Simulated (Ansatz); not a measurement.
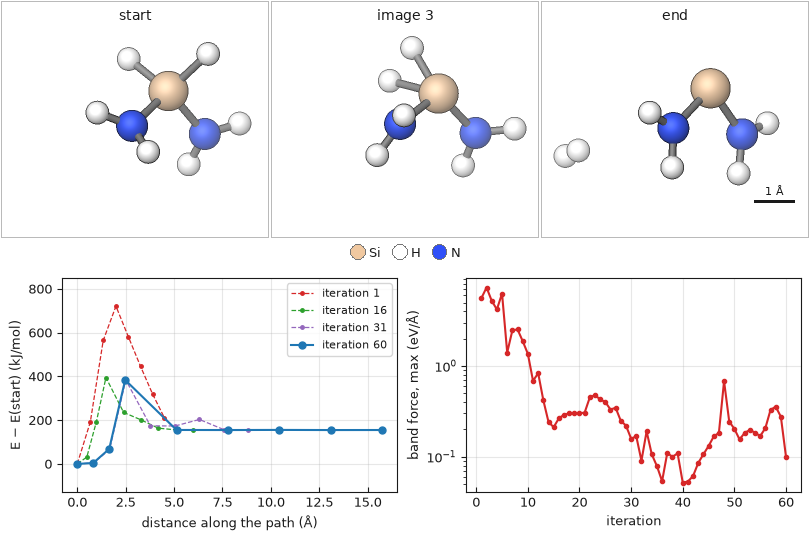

A nudged-elastic-band calculation for SiN$_{2}$H$_{6}$. Images are numbered from 0 (start) to 8 (end). The plot follows the band through its iterations. A ball-and-stick model, seen from a free direction.

Method: RHF/def2-TZVP (Ansatz). Set-up: 7 movable images; climbing image; force threshold 0.05 eV/Å; iteration limit 60; starting path by straight interpolation.

Judge this run.

Answer. The result isn't final. The band hadn't converged when the run stopped after 60 iterations. The largest component of the band force went from 5.6 to 0.1 eV/Å. The barrier read from it is provisional, though the highest image hardly moved in the last two iterations. The straight starting path can push atoms close together and costs iterations. The first iteration put the highest image at 721.0 kJ/mol. The energy climbs by 383.8 kJ/mol to image 3 and then falls by 228.8 kJ/mol, so the end point sits at +155.0 kJ/mol.

Limits of the set-up: Hartree-Fock leaves out electron correlation.

Cost: 3.6 min on 4 threads of Arm Neoverse V2, with other jobs on the host, peak memory 0.23 GiB.
